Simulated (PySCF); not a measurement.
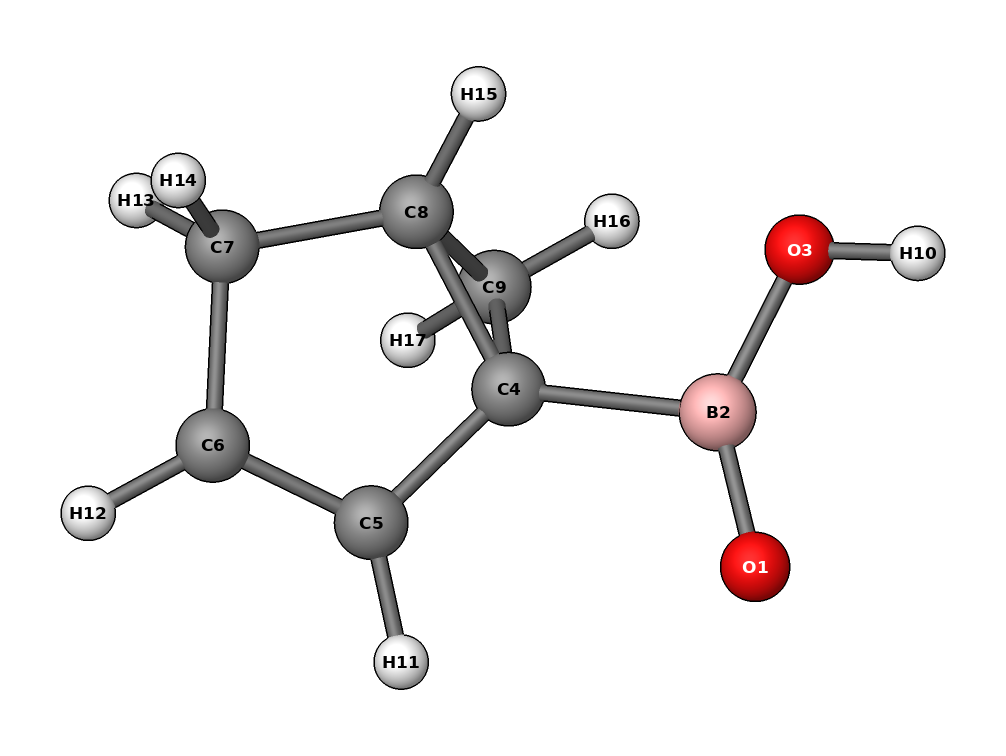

The questions are on Mulliken spin populations. Charge 0, doublet. Computed geometry: GFN2-xTB optimisation. No frequency run is at hand to confirm it as a minimum. Method: UKS B3LYP, pcH-1 on B C H O, non-relativistic (PySCF 2.14.0).

Give the Mulliken spin populations atom by atom.

| atom | value (e) |
| --- | --- |
| O1 | 0.58 |
| B2 | −0.04 |
| O3 | 0.03 |
| C4 | 0.23 |
| C5 | 0.00 |
| C6 | 0.05 |
| C7 | −0.01 |
| C8 | 0.04 |
| C9 | 0.08 |
| H10 | 0.01 |
| H11 | 0.00 |
| H12 | 0.00 |
| H13 | 0.02 |
| H14 | 0.01 |
| H15 | 0.01 |
| H16 | 0.00 |
| H17 | 0.00 |

Mulliken values depend strongly on the basis set. The geometry is semi-empirical. Around B such bond lengths and angles can be off by a tenth of an ångström or more and by several degrees, and values that hang on the shape move with them.
